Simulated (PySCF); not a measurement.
Ga(F)(SiH3)2, SMILES [F][Ga]([SiH3])[SiH3], singlet, B3LYP/def2-SVP optimised geometry. Atoms within 1.6 Å of the plane z = 1.0 Å (x, y, z in Å): Ga1 (-1.34, -1.60, 1.93), F2 (-0.65, -3.24, 1.98), Si7 (-0.51, -0.38, 0.00), H8 (-0.99, 1.04, 0.00), H10 (0.99, -0.38, 0.00).

Computed with B3LYP/def2-TZVP run with PySCF 2.14.0.

Map of the electrostatic potential (hartree/e), clipped to [-0.08, 0.12] on the plane z = 1.0 Å:

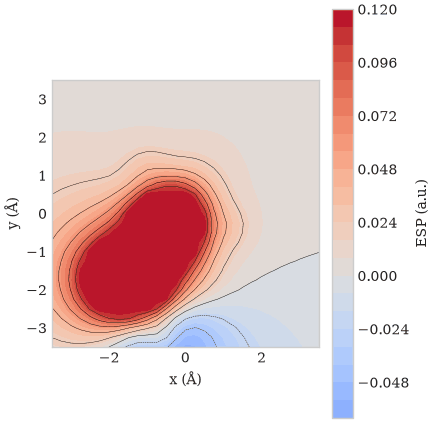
Fig. 1. Electrostatic potential (hartree/e), clipped to [-0.08, 0.12] on the plane z = 1.0 Å.
